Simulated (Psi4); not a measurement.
# M06-2X/aug-cc-pVDZ run of GeH3F (SMILES [F][GeH3])

Aim: the vertical singlet–triplet gap of GeH3F at M06-2X/aug-cc-pVDZ, from 2 runs. 

The results are computed with Psi4 1.11.

2 further runs of the same task are left out: 2 set aside as unsound or not needed.

**1. The molecule**

GeH3F has 5 atoms, charge 0, and is taken as a singlet. As SMILES, `[F][GeH3]`. The coordinates come from a PBE0-D4/def2-TZVP relaxation.

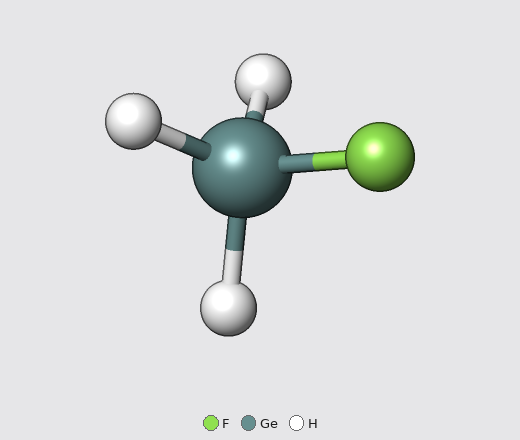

The structure, seen from a chosen angle (fluorine green, germanium teal, hydrogen white).

**2. A single-point energy at M06-2X/aug-cc-pVDZ**

job.json

```json
{
 "schema_name": "qcschema_input",
 "schema_version": 1,
 "molecule": {
  "schema_name": "qcschema_molecule",
  "schema_version": 2,
  "symbols": ["F", "Ge", "H", "H", "H"],
  "geometry": [-1.97759839, 0.8962971, 2.1962397, 0.12887932, -0.07861261, -0.13757206, 2.51522547, -0.96753978, 1.24457363, -1.18637006, -2.22609737, -1.57074035, 0.61434996, 2.23667984, -1.8105466],
  "molecular_charge": 0,
  "molecular_multiplicity": 1,
  "fix_symmetry": "c1"
 },
 "driver": "energy",
 "model": {
  "method": "m06-2x",
  "basis": "aug-cc-pVDZ"
 },
 "keywords": {
  "puream": true,
  "e_convergence": 1e-09,
  "d_convergence": 1e-08,
  "scf_type": "pk",
  "dft_radial_points": 99,
  "dft_spherical_points": 590,
  "scf_properties": ["MAYER_INDICES", "DIPOLE", "QUADRUPOLE"]
 }
}
```

The run is started by

```console
$ psi4 --qcschema job.json -n 1 --memory 1600MB
```

stdout:

```text
[...]
                   'protocols': {'error_correction': {'default_policy': True, 'policies': None},
                                 'native_files': 'none',
[...]
  Running in c1 symmetry.
[...]
  Nuclear repulsion =  126.699030089755894
[...]
  Multiplicity = 1
[...]
  Nalpha       = 22
  Nbeta        = 22
[...]
    Number of basis functions: 86
[...]
   @RKS iter   1: -2177.96418503044151   -3.27279e+00   1.38775e-02 ADIIS/DIIS
[...]
   @RKS iter  10: -2178.61915659873102   -2.27374e-12   3.25792e-09 DIIS
[...]
    Orbital Energies [Eh]
    ---------------------
    Doubly Occupied:
       1A   -401.092000     2A    -50.605476     3A    -45.131472
       4A    -45.130866     5A    -45.130866     6A    -25.229415
       7A     -6.561035     8A     -4.724445     9A     -4.721113
      10A     -4.721112    11A     -1.465157    12A     -1.454273
      13A     -1.454272    14A     -1.450134    15A     -1.450134
      16A     -1.280017    17A     -0.646476    18A     -0.504051
      19A     -0.504048    20A     -0.503701    21A     -0.405830
      22A     -0.405802
[...]
  @RKS Final Energy: -2178.61915659873102
   => Energetics <=
    Nuclear Repulsion Energy =            126.6990300897558939
    One-Electron Energy =               -3287.5806333322711907
    Two-Electron Energy =                1025.0714289213701704
    DFT Exchange-Correlation Energy =     -42.8089822775857627
    Empirical Dispersion Energy =           0.0000000000000000
    VV10 Nonlocal Energy =                  0.0000000000000000
    Total Energy =                      -2178.6191565987310241
[...]
 Multipole Moments:
 ------------------------------------------------------------------------------------
     Multipole            Electronic (a.u.)      Nuclear  (a.u.)        Total (a.u.)
 ------------------------------------------------------------------------------------
 L = 1.  Multiply by 2.5417464519 to convert [e a0] to [Debye]
 Dipole X            :          0.3272747            0.2320869            0.5593616
 Dipole Y            :         -0.1509114           -0.1077987           -0.2587101
 Dipole Z            :         -0.3630448           -0.2568343           -0.6198791
 Magnitude           :                                                    0.8741089
 L = 2.  Multiply by 1.3450342976 to convert [e a0^2] to [Debye ang]
 Quadrupole XX       :        -59.5273336           40.7143909          -18.8129427
 Quadrupole XY       :         13.8695145          -13.4710629            0.3984517
[...]
```

The result, in JSON:

```text
{
 "driver": "energy",
 "model": {
  "method": "m06-2x",
  "basis": "aug-cc-pVDZ"
 },
 "success": true,
 "return_result": -2178.619156598731,
 "properties": {
  "calcinfo_nbasis": 86,
  "calcinfo_nmo": 86,
  "calcinfo_nalpha": 22,
  "calcinfo_nbeta": 22,
  "calcinfo_natom": 5,
  "nuclear_repulsion_energy": 126.6990300897559,
  "return_energy": -2178.619156598731,
  "scf_one_electron_energy": -3287.580633332271,
  "scf_two_electron_energy": 1025.0714289213702,
  "scf_xc_energy": -42.80898227758576,
  "scf_dipole_moment": [0.5593615946437267, -0.25871010460985155, -0.6198790699977164],
  "scf_total_energy": -2178.619156598731,
  "scf_iterations": 10
 }
}
```

It took 22 s on 1 thread of Intel Xeon 6975P-C (Granite Rapids), shared host; peak memory 1.1 GiB.

**3. The triplet: energy and gradient at UM06-2X/aug-cc-pVDZ**

fgeh3.dat

```
memory 1.6 GB

molecule molecule1 {
  0 3
  F     -1.046500     0.474300     1.162200
  Ge     0.068200    -0.041600    -0.072800
  H      1.331000    -0.512000     0.658600
  H     -0.627800    -1.178000    -0.831200
  H      0.325100     1.183600    -0.958100
  symmetry c1
}

set globals {
  reference            uks
  puream               true
  e_convergence        1e-09
  d_convergence        1e-08
  scf_type             pk
  dft_radial_points    99
  dft_spherical_points 590
  maxiter              200
}

e_tot, wfn = gradient("m06-2x/aug-cc-pVDZ", return_wfn=True)
```

The run is started by

```console
$ psi4 fgeh3.dat fgeh3.out -n 1
```

fgeh3.out:

```text
[...]
  Running in c1 symmetry.
[...]
  Nuclear repulsion =  126.699029936138061
[...]
  Multiplicity = 3
[...]
  Nalpha       = 23
  Nbeta        = 21
[...]
    Number of basis functions: 86
[...]
   @UKS iter   1: -2177.59922300508970   -2.90783e+00   1.42528e-02 DIIS/ADIIS
[...]
   @UKS iter  25: -2178.33711937174166   -1.45519e-11   7.74082e-09 DIIS
[...]
   @S^2 Observed:                2.015719962E+00
[...]
    Orbital Energies [Eh]
    ---------------------
    Alpha Occupied:
       1A   -401.121560     2A    -50.634985     3A    -45.161985
       4A    -45.160575     5A    -45.159732     6A    -25.274252
       7A     -6.591297     8A     -4.757390     9A     -4.751287
      10A     -4.749248    11A     -1.495394    12A     -1.487433
      13A     -1.483590    14A     -1.482464    15A     -1.477810
      16A     -1.327717    17A     -0.703324    18A     -0.564201
      19A     -0.563888    20A     -0.538267    21A     -0.497596
      22A     -0.435181    23A     -0.133414
    Alpha Virtual:
      24A     -0.005245    25A      0.022213    26A      0.024268
[...]
  @UKS Final Energy: -2178.33711937174166
   => Energetics <=
    Nuclear Repulsion Energy =            126.6990299361380607
    One-Electron Energy =               -3286.0087079489430835
    Two-Electron Energy =                1023.7258653186602260
    DFT Exchange-Correlation Energy =     -42.7533066775970099
    Empirical Dispersion Energy =           0.0000000000000000
    VV10 Nonlocal Energy =                  0.0000000000000000
    Total Energy =                      -2178.3371193717412098
[...]
 Multipole Moments:
 ------------------------------------------------------------------------------------
     Multipole            Electronic (a.u.)      Nuclear  (a.u.)        Total (a.u.)
 ------------------------------------------------------------------------------------
 L = 1.  Multiply by 2.5417464519 to convert [e a0] to [Debye]
 Dipole X            :          0.0811930            0.2320869            0.3132798
 Dipole Y            :         -0.3574950           -0.1077987           -0.4652937
 Dipole Z            :          0.0537403           -0.2568343           -0.2030940
 Magnitude           :                                                    0.5965648
[...]
  -Total Gradient:
     Atom            X                  Y                   Z
    ------   -----------------  -----------------  -----------------
       1        0.028057902754    -0.007495712922    -0.033547177965
       2       -0.024935711992    -0.044874409603     0.053027029240
       3       -0.014759057618     0.022529505362    -0.016602303401
       4        0.008487247779     0.030415584215     0.001048517098
       5        0.003048687258    -0.000541712673    -0.003824604338
[...]
```

Run time: 80 s. Hardware: 1 thread of Intel Xeon 6975P-C (Granite Rapids), shared host; peak memory 1.1 GiB.

**4. Outcome**

Level: M06-2X/aug-cc-pVDZ.

```
                                        quantity           value
                           singlet: total energy  -2178.61916 Eh
                          singlet: dipole moment          2.22 D
                            singlet: HOMO energy       -11.04 eV
                            singlet: LUMO energy        -0.09 eV
                          singlet: HOMO–LUMO gap        10.95 eV
                           triplet: total energy  -2178.33712 Eh
                          triplet: dipole moment          1.52 D
     triplet: HOMO energy (highest over α and β)        -3.63 eV
                                   triplet: ⟨S²⟩           2.016
               triplet: largest force on an atom      3.795 eV/Å
vertical energy of the triplet above the singlet        7.675 eV
```

At this shape the triplet lies 7.67 eV (740 kJ/mol) above the singlet.
